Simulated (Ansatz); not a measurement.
**doublet C2H8Si+ at 6 levels**

Wanted: a comparison of 6 runs (UHF/3-21G, UB3LYP/def2-SVP, UBLYP/def2-SVP, UCAM-B3LYP/def2-SVP, UMP2/def2-SVP, UBCCD(T)/def2-SVP) of doublet C2H8Si+. 

The results are computed with Ansatz 0.2.0.

50 further runs of the same task are left out: 50 set aside as unsound or not needed.

### Step 1. Starting point

C2H8Si+: 11 atoms, total charge +1, spin state doublet. SMILES of the parent species: `C[SiH2]C`. The shape is that of a PBE0-D4/def2-TZVP optimisation. That shape belongs to the parent species and isn't relaxed for this state.

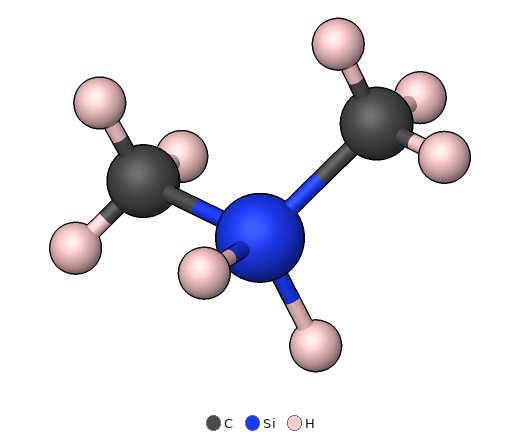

Viewed from a chosen angle; carbon dark grey, silicon blue, hydrogen pink.

### Step 2. A single-point energy at UHF/3-21G (run 1)

File run.yaml:

```yaml
crystal:
  periodic: [false, false, false]
  atoms:
    - {symbol: C, position_ang: [-1.050200, 0.967200, -0.661200]}
    - {symbol: Si, position_ang: [-0.309200, -0.653200, -0.087600]}
    - {symbol: C, position_ang: [1.346600, -0.392300, 0.745700]}
    - {symbol: H, position_ang: [-2.015800, 0.806900, -1.146100]}
    - {symbol: H, position_ang: [-0.391700, 1.464600, -1.377800]}
    - {symbol: H, position_ang: [-1.204900, 1.644900, 0.182100]}
    - {symbol: H, position_ang: [-0.139900, -1.564200, -1.256100]}
    - {symbol: H, position_ang: [-1.245100, -1.319300, 0.863300]}
    - {symbol: H, position_ang: [2.058200, 0.075200, 0.060400]}
    - {symbol: H, position_ang: [1.772600, -1.342000, 1.077400]}
    - {symbol: H, position_ang: [1.244800, 0.255200, 1.620300]}
basis:
  gaussian:
    orbitals: 3-21G.json
total_charge: 1
magnetization:
  spin_polarized: true
  initial_magnetization: 1
hamiltonian:
  xc: hf
accuracy: high
output:
  orbitals: {seedname: orbitals}
```

The basis set 3-21G is read from a file made from the Basis Set Exchange's data (not shown).

Run with:

```bash
$ ansatz run run.yaml --threads 1 --pin off --max-ram 3480MiB --events-out events.jsonl --progress --plain --runs-dir runs
```

The log of the run:

```text
Warning: RAYON_NUM_THREADS=1 ignored (pool sized by the plan → 1); use --threads N
Functional definition: HF
  name "HF"
  exchange = exact_x
  correlation = 0
1135 factors; integrals over basis functions are off by at most 6.9e-9 eV
mean field evaluation 1: about -9981.4326 eV, gradient 2.6e1 eV
mean field evaluation 2: about -9981.6331 eV, gradient 2.6e1 eV
mean field evaluation 4: about -9985.1512 eV, gradient 2.5e0 eV
mean field evaluation 8: about -9985.3019 eV, gradient 1.0e-1 eV
mean field evaluation 16: about -9985.3021 eV, gradient 1.6e-3 eV
mean field evaluation 32: about -9985.8400 eV, gradient 4.1e-1 eV
mean field evaluation 64: about -9985.8466 eV, gradient 4.0e-1 eV
mean field evaluation 96: about -9985.2036 eV, gradient 1.6e0 eV
mean field evaluation 128: about -9984.9239 eV, gradient 5.8e0 eV
mean field evaluation 160: about -9985.8488 eV, gradient 2.5e-1 eV
mean field evaluation 192: about -9982.5152 eV, gradient 1.6e0 eV
mean field evaluation 224: about -9985.7837 eV, gradient 6.2e-1 eV
mean field evaluation 256: about -9985.4050 eV, gradient 3.7e-1 eV
mean field evaluation 288: about -9985.8034 eV, gradient 5.4e-1 eV
mean field evaluation 320: about -9985.3021 eV, gradient 1.5e-4 eV
mean field -9985.85914704 eV, -366.9735549952 hartree, gradient 5.3e-8 eV, S^2 0.760068; 6 other end points of the search recorded, 0 dependent functions left out
reference -9985.85914704 eV, -366.9735549952 hartree; 17, 16 occupied and 30, 31 virtual orbitals, 1135 factors
Total energy: -9985.85914704 eV, -366.9735549952 hartree
```

Run time: 3.9 s. Hardware: 1 thread of Arm Neoverse V2, shared host; peak memory 0.14 GiB.

### Step 3. The energy at UB3LYP/def2-SVP (run 2)

run.yaml: that of step 2 with these lines changed.

```diff
@@ -15,12 +15,7 @@
 basis:
-  gaussian:
-    orbitals: 3-21G.json
+  gaussian: {orbitals: def2-SVP}
 total_charge: 1
-magnetization:
-  spin_polarized: true
-  initial_magnetization: 1
-hamiltonian:
-  xc: hf
+magnetization: {spin_polarized: true, initial_magnetization: 1}
+hamiltonian: {xc: {name: B3LYP}}
+output: {orbitals: {seedname: orbitals}}
 accuracy: high
-output:
-  orbitals: {seedname: orbitals}
```

Run with:

```bash
$ ansatz run run.yaml --threads 1 --pin off --max-ram 3480MiB --events-out events.jsonl --progress --plain --runs-dir runs
```

The log of the run:

```text
Warning: RAYON_NUM_THREADS=1 ignored (pool sized by the plan → 1); use --threads N
Functional definition: B3LYP
  name "B3LYP"
  parameter a0 = 0.2
  parameter ax = 0.72
  parameter ac = 0.81
  exchange = (1 - a0 - ax)*slater_x + ax*b88_x + a0*exact_x
  correlation = (1 - ac)*vwn_rpa_c + ac*lyp_c
2063 factors; integrals over basis functions are off by at most 3.5e-9 eV
mean field evaluation 1: about -10051.0739 eV, gradient 5.8e1 eV
mean field evaluation 2: about -10035.3754 eV, gradient 7.2e1 eV
mean field evaluation 4: about -10066.8684 eV, gradient 1.2e1 eV
mean field evaluation 8: about -10068.1428 eV, gradient 2.9e-1 eV
mean field evaluation 16: about -10068.2997 eV, gradient 5.7e-3 eV
mean field evaluation 32: about -10068.3194 eV, gradient 2.7e-8 eV
mean field evaluation 64: about -10068.2536 eV, gradient 5.9e-7 eV
mean field -10068.31935555 eV, -370.0039117644 hartree, gradient 5.9e-8 eV, S^2 0.755388; 6 other end points of the search recorded, 0 dependent functions left out
reference -10068.31939754 eV, -370.0039133075 hartree; 17, 16 occupied and 69, 70 virtual orbitals, 2063 factors
Total energy: -10068.31939754 eV, -370.0039133075 hartree
```

Run time: 40 s. Hardware: 1 thread of Arm Neoverse V2, shared host; peak memory 0.4 GiB.

Run 3 isn't shown in full; the table further down has it.

### Step 4. A single-point energy at UCAM-B3LYP/def2-SVP (run 4)

File input.yaml:

```yaml
crystal:
  periodic: [false, false, false]
  atoms:
    - {symbol: C, position_ang: [-1.050200, 0.967200, -0.661200]}
    - {symbol: Si, position_ang: [-0.309200, -0.653200, -0.087600]}
    - {symbol: C, position_ang: [1.346600, -0.392300, 0.745700]}
    - {symbol: H, position_ang: [-2.015800, 0.806900, -1.146100]}
    - {symbol: H, position_ang: [-0.391700, 1.464600, -1.377800]}
    - {symbol: H, position_ang: [-1.204900, 1.644900, 0.182100]}
    - {symbol: H, position_ang: [-0.139900, -1.564200, -1.256100]}
    - {symbol: H, position_ang: [-1.245100, -1.319300, 0.863300]}
    - {symbol: H, position_ang: [2.058200, 0.075200, 0.060400]}
    - {symbol: H, position_ang: [1.772600, -1.342000, 1.077400]}
    - {symbol: H, position_ang: [1.244800, 0.255200, 1.620300]}
basis:
  gaussian:
    orbitals: def2-SVP
total_charge: 1
magnetization:
  spin_polarized: true
  initial_magnetization: 1
hamiltonian:
  xc: {name: CAM-B3LYP}
accuracy: high
output: {orbitals: {seedname: orbitals}}
```

Run with:

```bash
$ ansatz run input.yaml --threads 1 --pin off --max-ram 3480MiB --events-out events.jsonl --progress --plain --runs-dir runs
```

The log of the run (excerpt; [...] marks lines left out):

```text
Warning: RAYON_NUM_THREADS=1 ignored (pool sized by the plan → 1); use --threads N
Functional definition: CAM-B3LYP
  name "CAM-B3LYP"
[...]
2063 factors; integrals over basis functions are off by at most 3.5e-9 eV
423 factors; integrals over basis functions are off by at most 2.5e-9 eV
[...]
mean field -10066.03820263 eV, -369.9200809410 hartree, gradient 1.7e-8 eV, S^2 0.759804; 4 other end points of the search recorded, 0 dependent functions left out
reference -10066.03822301 eV, -369.9200816899 hartree; 17, 16 occupied and 69, 70 virtual orbitals, 2063 factors
Total energy: -10066.03822301 eV, -369.9200816899 hartree
```

Wall time 35 s (1 thread of Arm Neoverse V2, shared host); peak memory 0.44 GiB.

Run 5 isn't shown in full; the table further down has it.

### Step 5. The energy at UBCCD(T)/def2-SVP (run 6)

File in.yaml:

```yaml
crystal:
  periodic: [false, false, false]
  atoms:
    - symbol: C
      position_ang: [-1.050200, 0.967200, -0.661200]
    - symbol: Si
      position_ang: [-0.309200, -0.653200, -0.087600]
    - symbol: C
      position_ang: [1.346600, -0.392300, 0.745700]
    - symbol: H
      position_ang: [-2.015800, 0.806900, -1.146100]
    - symbol: H
      position_ang: [-0.391700, 1.464600, -1.377800]
    - symbol: H
      position_ang: [-1.204900, 1.644900, 0.182100]
    - symbol: H
      position_ang: [-0.139900, -1.564200, -1.256100]
    - symbol: H
      position_ang: [-1.245100, -1.319300, 0.863300]
    - symbol: H
      position_ang: [2.058200, 0.075200, 0.060400]
    - symbol: H
      position_ang: [1.772600, -1.342000, 1.077400]
    - symbol: H
      position_ang: [1.244800, 0.255200, 1.620300]
basis:
  gaussian:
    orbitals: def2-SVP
total_charge: 1
magnetization:
  spin_polarized: true
  initial_magnetization: 1
correlation:
  method: bccd_t
  frozen_orbitals: {C: 1, H: 0, Si: 5}
accuracy: high
scf:
  omitted_lower_state_checks: [cluster_reference, increment]
```

Run with:

```bash
$ ansatz run in.yaml --threads 1 --pin off --max-ram 3480MiB --events-out events.jsonl --progress --plain --runs-dir runs
```

The log of the run:

```text
Warning: RAYON_NUM_THREADS=1 ignored (pool sized by the plan → 1); use --threads N
[... 15 lines left out ...]
7 core orbitals not correlated: weight in the atoms' cores, before any rotation towards them, 1.000 or more for the frozen orbitals, at most 0.000 for the correlated occupied ones
[... 51 lines left out ...]
Total energy: -10047.79770688 eV, -369.2497550861 hartree
Checks for a lower state left out: cluster_reference, increment
```

It took 2.4 min on 1 thread of Arm Neoverse V2, shared host; peak memory 1.3 GiB.

### Step 6. Overview of the runs

```
run                level  frozen core orbitals  energy (Eh)  HOMO energy (eV)  LUMO energy (eV)   ⟨S²⟩  wall time
  1            UHF/3-21G                     –  -366.973555            -17.54             -9.33  0.760      3.9 s
  2      UB3LYP/def2-SVP                     –  -370.003913            -14.72            -13.31  0.755       40 s
  3       UBLYP/def2-SVP                     –  -369.918715            -13.68            -13.61  0.752       28 s
  4  UCAM-B3LYP/def2-SVP                     –  -369.920082            -16.14            -12.07  0.760       35 s
  5        UMP2/def2-SVP                     7  -369.178362                 –                 –  0.761       12 s
  6    UBCCD(T)/def2-SVP                     7  -369.249755                 –                 –  0.761    2.4 min
```

### Step 7. What came out

```
                                          quantity          value
                               run 6: total energy  -369.24976 Eh
run 6: correlation energy (7 core orbitals frozen)     -443.1 mEh
                             run 6: (T) correction     -13.17 mEh
          run 6: ⟨S²⟩ of the reference determinant          0.761
```

Totals of different functionals can't be ranked against each other. All runs together took 4.4 min, the longest 2.4 min.
